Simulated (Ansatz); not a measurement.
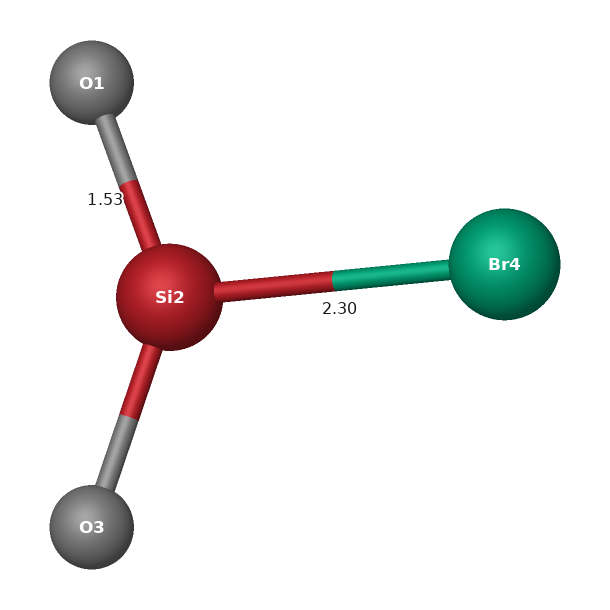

The numbers beside the sticks are distances in Å. Sticks don't show bond order. The species has charge −1 and is a spin singlet. The computed structure is the end point of a PBE0-D4/def2-TZVPD optimisation. No frequency run is at hand to confirm it as a minimum.

**Which of the marked bonds are single, double, triple or aromatic?**

O1–Si2 delocalised (between two orders); Si2–Br4 single. This is one Lewis structure.

**Write the SMILES.**

O=[Si]([O-])Br
